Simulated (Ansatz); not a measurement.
**Run report: B2SiH6, geometry relaxation (part 1 of 2)**

- system: B2SiH6
- method: RKS PBE-D4/def2-SVP (Ansatz 0.2.0)

The geometry: force-field start. Figures and captions count atoms from 1; the log counts them from 0 in places.

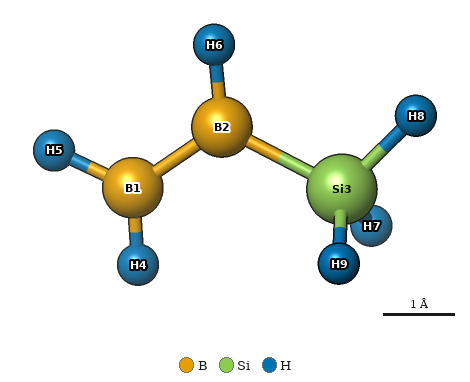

Fig. 1: The input geometry (ball-and-stick view, seen at a tilt; atoms are numbered from 1 in the order of the input). Bond lengths as drawn: B–B 1.60 Å, B–H 1.12 to 1.24 Å, B–Si 1.92 Å and H–Si 1.46 to 1.54 Å.

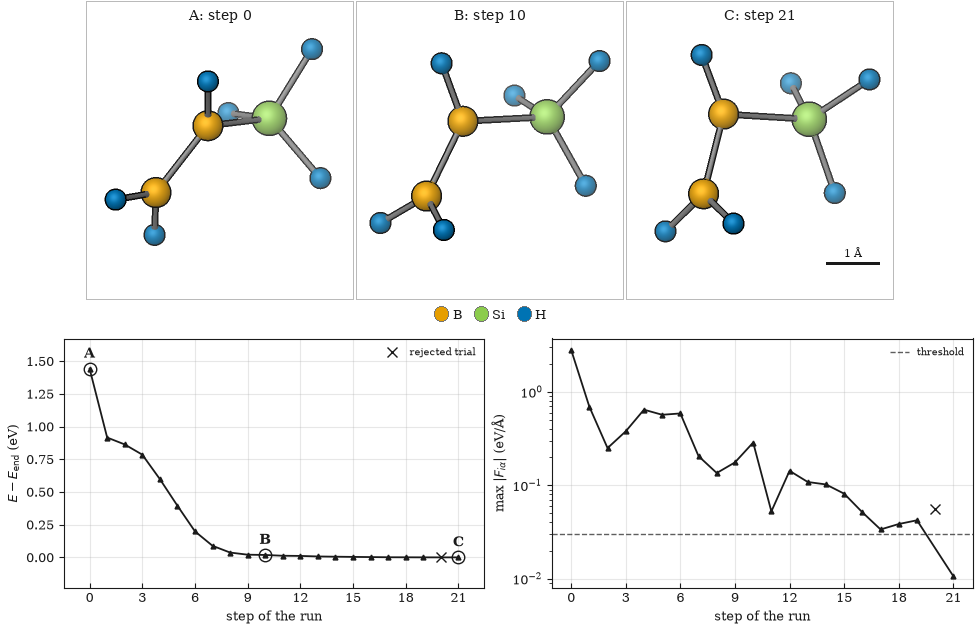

Fig. 2: Frames of the relaxation (ball-and-stick view, seen at a tilt) above the curves, on which the letters mark them (the first geometry is step 0 here and step 1 in the log).

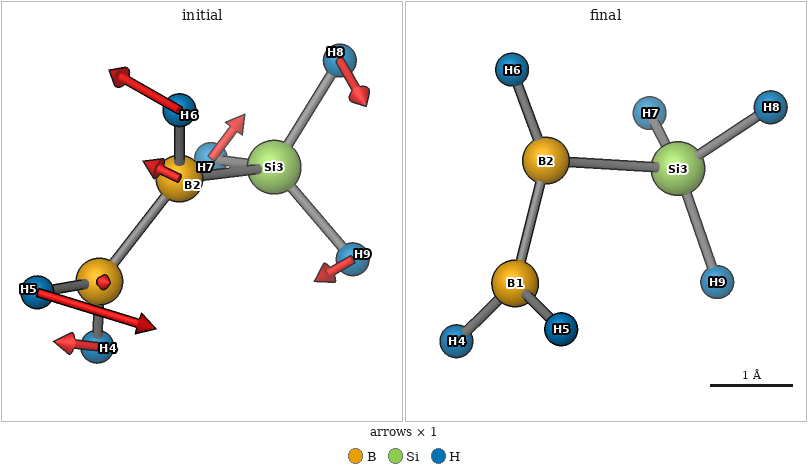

Fig. 3: Before (left) and after (right) the relaxation, at one scale (ball-and-stick view, seen at a tilt). The red arrows give the displacements, at true length. H5 moves most after the best rigid fit: 1.54 Å. By element the largest moves are H 1.54 Å, B 0.54 Å, Si 0.09 Å. Distances before and after: B2–Si3 1.923 → 2.044 Å, B1–H4 1.122 → 1.222 Å, Si3–H7 1.459 → 1.509 Å, Si3–H8 1.540 → 1.509 Å. Among the angles that change: B1–B2–H6 120.8° → 136.7°, B1–B2–Si3 118.1° → 107.5°, Si3–B2–H6 121.1° → 115.8°. The energy falls by 1.443 eV in 21 geometry steps. Largest force component: 2.8 eV/Å at the start, 0.011 eV/Å at the end. The line search rejected the trial step at point 20 (counted from 0) and went back. (Atoms are counted from 1 in the order of the input.)

The input that produced these results follows, with the program's output.

## Input file
```yaml
crystal:
  periodic: [false, false, false]
  atoms:
    - {symbol: B, position_ang: [-1.193700, 0.811500, -0.850500]}
    - {symbol: B, position_ang: [0.234200, 0.720100, -0.132000]}
    - {symbol: Si, position_ang: [0.743600, -0.955400, 0.661600]}
    - {symbol: H, position_ang: [-1.900100, -0.059300, -0.898700]}
    - {symbol: H, position_ang: [-1.564700, 1.873600, -1.370000]}
    - {symbol: H, position_ang: [0.966800, 1.667400, -0.101700]}
    - {symbol: H, position_ang: [0.816800, -2.006600, -0.347900]}
    - {symbol: H, position_ang: [2.159800, -0.797000, 1.245700]}
    - {symbol: H, position_ang: [-0.174200, -1.300600, 1.776300]}
basis:
  gaussian: {orbitals: def2-SVP}
hamiltonian: {xc: pbe, dispersion: d4}
relax: {f_tol: 0.03, max_steps: 200}
```

Launch command:
```bash
ansatz run in.yaml --threads 2 --pin off --events-out ev --progress --plain --max-ram 4352MiB
```

## Output
```
Functional definition: PBE
  name "PBE"
  cite "Perdew, Burke & Ernzerhof, Phys. Rev. Lett. 77, 3865 (1996) doi:10.1103/PhysRevLett.77.3865"
  parent pbe
  parameter kappa = 0.804
  parameter beta = 0.06672455060314922
  exchange = pbe_x(kappa = kappa, mu = beta*pi^2/3)
  correlation = pbe_c(beta = beta)
852 factors; their error is unknown
mean field evaluation 1: about -9311.3790 eV, gradient 2.4e1 eV
mean field evaluation 2: about -9311.6339 eV, gradient 2.4e1 eV
mean field evaluation 4: about -9313.9611 eV, gradient 9.8e-1 eV
mean field evaluation 8: about -9313.9173 eV, gradient 1.1e-1 eV
mean field evaluation 16: about -9313.9173 eV, gradient 1.6e-5 eV
mean field -9313.91734012 eV, -342.2801490495 hartree, gradient 1.6e-5 eV, S^2 0.000000; 1 other end points of the search recorded, 0 dependent functions left out
the calculation of the forces begins
reference -9313.91737664 eV, -342.2801503917 hartree; 15, 15 occupied and 61, 61 virtual orbitals, 852 factors
relax step   1: F+E_penalty+E_count = -9314.05840233 eV  Δ(F+E_penalty+E_count) = +0.000e0 eV  max|allowed force component| = 2.822e0 eV/Å  Δτ_max = 0.0000 Å  (36 SCF iters, accepted)
these checks for a lower state are left out or cut short: starts, cluster_reference, orbital_swaps, neighbouring_geometries, increment
852 factors; their error is unknown
mean field -9314.44811336 eV, -342.2996546063 hartree, gradient 1.3e-5 eV, S^2 0.000000; 0 other end points of the search recorded, 0 dependent functions left out
[... from here on the field's lines of each further geometry are left out, up to the last ...]
relax step   2: F+E_penalty+E_count = -9314.58482974 eV  Δ(F+E_penalty+E_count) = -5.264e-1 eV  max|allowed force component| = 6.946e-1 eV/Å  Δτ_max = 0.1906 Å  (26 SCF iters, accepted)
relax step   3: F+E_penalty+E_count = -9314.63759314 eV  Δ(F+E_penalty+E_count) = -5.276e-2 eV  max|allowed force component| = 2.503e-1 eV/Å  Δτ_max = 0.0619 Å  (26 SCF iters, accepted)
relax step   4: F+E_penalty+E_count = -9314.71578797 eV  Δ(F+E_penalty+E_count) = -7.819e-2 eV  max|allowed force component| = 3.784e-1 eV/Å  Δτ_max = 0.1999 Å  (31 SCF iters, accepted)
relax step   5: F+E_penalty+E_count = -9314.90248533 eV  Δ(F+E_penalty+E_count) = -1.867e-1 eV  max|allowed force component| = 6.450e-1 eV/Å  Δτ_max = 0.1996 Å  (31 SCF iters, accepted)
relax step   6: F+E_penalty+E_count = -9315.10595714 eV  Δ(F+E_penalty+E_count) = -2.035e-1 eV  max|allowed force component| = 5.690e-1 eV/Å  Δτ_max = 0.1949 Å  (26 SCF iters, accepted)
relax step   7: F+E_penalty+E_count = -9315.30228288 eV  Δ(F+E_penalty+E_count) = -1.963e-1 eV  max|allowed force component| = 5.879e-1 eV/Å  Δτ_max = 0.1952 Å  (26 SCF iters, accepted)
relax step   8: F+E_penalty+E_count = -9315.41263280 eV  Δ(F+E_penalty+E_count) = -1.103e-1 eV  max|allowed force component| = 2.051e-1 eV/Å  Δτ_max = 0.2000 Å  (25 SCF iters, accepted)
relax step   9: F+E_penalty+E_count = -9315.46412707 eV  Δ(F+E_penalty+E_count) = -5.149e-2 eV  max|allowed force component| = 1.353e-1 eV/Å  Δτ_max = 0.1997 Å  (26 SCF iters, accepted)
relax step  10: F+E_penalty+E_count = -9315.48053803 eV  Δ(F+E_penalty+E_count) = -1.641e-2 eV  max|allowed force component| = 1.759e-1 eV/Å  Δτ_max = 0.1999 Å  (26 SCF iters, accepted)
relax step  11: F+E_penalty+E_count = -9315.48256287 eV  Δ(F+E_penalty+E_count) = -2.025e-3 eV  max|allowed force component| = 2.868e-1 eV/Å  Δτ_max = 0.0923 Å  (27 SCF iters, accepted)
relax step  12: F+E_penalty+E_count = -9315.48860623 eV  Δ(F+E_penalty+E_count) = -6.043e-3 eV  max|allowed force component| = 5.250e-2 eV/Å  Δτ_max = 0.0406 Å  (27 SCF iters, accepted)
relax step  13: F+E_penalty+E_count = -9315.48989102 eV  Δ(F+E_penalty+E_count) = -1.285e-3 eV  max|allowed force component| = 1.429e-1 eV/Å  Δτ_max = 0.0640 Å  (27 SCF iters, accepted)
relax step  14: F+E_penalty+E_count = -9315.49402050 eV  Δ(F+E_penalty+E_count) = -4.129e-3 eV  max|allowed force component| = 1.084e-1 eV/Å  Δτ_max = 0.0571 Å  (27 SCF iters, accepted)
relax step  15: F+E_penalty+E_count = -9315.49587626 eV  Δ(F+E_penalty+E_count) = -1.856e-3 eV  max|allowed force component| = 1.021e-1 eV/Å  Δτ_max = 0.1091 Å  (26 SCF iters, accepted)
relax step  16: F+E_penalty+E_count = -9315.49739368 eV  Δ(F+E_penalty+E_count) = -1.517e-3 eV  max|allowed force component| = 8.127e-2 eV/Å  Δτ_max = 0.0106 Å  (22 SCF iters, accepted)
relax step  17: F+E_penalty+E_count = -9315.49873083 eV  Δ(F+E_penalty+E_count) = -1.337e-3 eV  max|allowed force component| = 5.135e-2 eV/Å  Δτ_max = 0.0411 Å  (27 SCF iters, accepted)
relax step  18: F+E_penalty+E_count = -9315.50014411 eV  Δ(F+E_penalty+E_count) = -1.413e-3 eV  max|allowed force component| = 3.366e-2 eV/Å  Δτ_max = 0.0835 Å  (27 SCF iters, accepted)
relax step  19: F+E_penalty+E_count = -9315.50048254 eV  Δ(F+E_penalty+E_count) = -3.384e-4 eV  max|allowed force component| = 3.848e-2 eV/Å  Δτ_max = 0.1106 Å  (25 SCF iters, accepted)
relax step  20: F+E_penalty+E_count = -9315.50089707 eV  Δ(F+E_penalty+E_count) = -4.145e-4 eV  max|allowed force component| = 4.220e-2 eV/Å  Δτ_max = 0.0317 Å  (26 SCF iters, accepted)
relax step  21: F+E_penalty+E_count = -9315.50068584 eV  Δ(F+E_penalty+E_count) = +2.112e-4 eV  max|allowed force component| = 5.516e-2 eV/Å  Δτ_max = 0.0157 Å  (27 SCF iters, rejected (line search))
the calculation of the forces begins
reference -9315.36023421 eV, -342.3331744292 hartree; 15, 15 occupied and 61, 61 virtual orbitals, 852 factors
relax step  22: F+E_penalty+E_count = -9315.50113852 eV  Δ(F+E_penalty+E_count) = -2.415e-4 eV  max|allowed force component| = 1.061e-2 eV/Å  Δτ_max = 0.0075 Å  (21 SCF iters, accepted)
852 factors; their error is unknown
mean field -9315.36019779 eV, -342.3331730909 hartree, gradient 2.0e-5 eV, S^2 0.000000; 1 other end points of the search recorded, 0 dependent functions left out
the calculation of the forces begins
reference -9315.36023421 eV, -342.3331744292 hartree; 15, 15 occupied and 61, 61 virtual orbitals, 852 factors
Total energy: -9315.50117494 eV, -342.3383539057 hartree
Atom 0 at    -1.184236     0.917987    -0.714832 Å, force    -0.001695    -0.002488     0.007580 eV/Å
Atom 1 at     0.395896     0.624977    -0.661161 Å, force     0.004015     0.010615    -0.006011 eV/Å
Atom 2 at     0.698859    -0.862317     0.708242 Å, force    -0.002815     0.000659    -0.000645 eV/Å
Atom 3 at    -1.944017     0.272075    -1.421517 Å, force     0.001548    -0.002948    -0.000902 eV/Å
Atom 4 at    -1.719075     1.672855     0.085010 Å, force    -0.001990    -0.000612    -0.001174 eV/Å
Atom 5 at     1.393917     1.058415    -1.199367 Å, force     0.001670    -0.003449     0.001115 eV/Å
Atom 6 at     1.421230    -2.003932     0.036180 Å, force    -0.001346    -0.000685     0.000940 eV/Å
Atom 7 at     1.577153    -0.315102     1.807004 Å, force     0.000156    -0.002335    -0.001088 eV/Å
Atom 8 at    -0.551228    -1.411257     1.343242 Å, force     0.000457     0.001242     0.000186 eV/Å
Dipole moment:     0.062354     0.008456    -0.018510 e Å
```

## Trajectory as extended XYZ (Å, eV, eV/Å), 22 frames, from step=1 to step=22
```
9
Properties=species:S:1:pos:R:3:forces:R:3 step=1 energy=-9314.05840
B    -1.1937    0.8115   -0.8505   -1.3271   2.8219  -1.5170
B     0.2342    0.7201   -0.1320    1.9568   0.5081   0.7391
Si    0.7436   -0.9554    0.6616    1.8853   0.2203   1.2156
H    -1.9001   -0.0593   -0.8987   -1.8349  -2.0552  -0.2217
H    -1.5647    1.8736   -1.3700   -0.0743  -0.3902   0.0828
H     0.9668    1.6674   -0.1017    0.3711   0.3232   0.0781
H     0.8168   -2.0066   -0.3479   -0.1762  -0.7833  -0.6189
H     2.1598   -0.7970    1.2457   -0.4008  -0.3867  -0.0106
H    -0.1742   -1.3006    1.7763   -0.3999  -0.2580   0.2528
9
Properties=species:S:1:pos:R:3:forces:R:3 step=2 energy=-9314.58483
B    -1.2749    0.8710   -0.8904   -0.3644   0.6946  -0.5560
B     0.2478    0.7455   -0.1410    0.6784   0.2738   0.3388
Si    0.8631   -0.9322    0.7087    0.4510  -0.2118   0.3850
H    -2.0200   -0.0484   -0.9809   -0.5151  -0.6083  -0.0240
H    -1.6564    1.9092   -1.4186    0.0151  -0.0785   0.1119
H     0.9968    1.6973   -0.0976    0.0922   0.1926  -0.0601
H     0.8171   -2.0305   -0.3131   -0.0115  -0.2016  -0.1545
H     2.2489   -0.9338    1.3441   -0.2639  -0.0158  -0.1177
H    -0.1339   -1.3244    1.7717   -0.0818  -0.0449   0.0766
9
Properties=species:S:1:pos:R:3:forces:R:3 step=3 energy=-9314.63759
B    -1.2739    0.8696   -0.9334   -0.2503   0.1682   0.2220
B     0.2773    0.7810   -0.1240    0.2041  -0.0121  -0.2072
Si    0.8768   -0.9397    0.7224   -0.0686  -0.0887   0.1288
H    -2.0459   -0.0724   -0.9905    0.0814  -0.0708  -0.1107
H    -1.6900    1.9207   -1.3961    0.0285  -0.0435  -0.0420
H     1.0256    1.7470   -0.1206   -0.0480  -0.0217   0.0182
H     0.8143   -2.0534   -0.3076    0.0106   0.0764  -0.0047
H     2.2431   -0.9574    1.3552    0.0035  -0.0294   0.0122
H    -0.1389   -1.3417    1.7775    0.0389   0.0218  -0.0166
9
Properties=species:S:1:pos:R:3:forces:R:3 step=4 energy=-9314.71579
B    -1.2964    0.8901   -0.8986    0.2886  -0.3464   0.0334
B     0.3077    0.7794   -0.1593   -0.3784   0.0401  -0.1351
Si    0.8683   -0.9363    0.7543   -0.1815   0.1048   0.0922
H    -1.9495   -0.1338   -1.1384    0.2122   0.3445  -0.1151
H    -1.7874    1.9616   -1.2263   -0.1130  -0.0794   0.2586
H     1.0770    1.7236   -0.2481    0.1005  -0.1197  -0.1667
H     0.8113   -2.0334   -0.2945    0.0020   0.0866   0.0029
H     2.2241   -0.9804    1.4016    0.0414   0.0018   0.0287
H    -0.1667   -1.3170    1.7921    0.0281  -0.0324   0.0011
9
Properties=species:S:1:pos:R:3:forces:R:3 step=5 energy=-9314.90249
B    -1.2859    0.8824   -0.8953    0.4626  -0.0844   0.1591
B     0.3053    0.7650   -0.1767   -0.6450   0.1443  -0.4177
Si    0.8440   -0.9135    0.8013   -0.1432  -0.0180   0.2589
H    -1.8993   -0.1077   -1.3082    0.2871   0.2803  -0.1466
H    -1.8537    1.9640   -1.0381   -0.0663  -0.2053   0.3505
H     1.1294    1.6489   -0.3921    0.0294  -0.2639  -0.1897
H     0.8129   -1.9815   -0.2812    0.0069   0.1117   0.0003
H     2.2063   -0.9517    1.4369    0.0300   0.0278   0.0317
H    -0.1706   -1.3522    1.8360    0.0386   0.0074  -0.0465
```
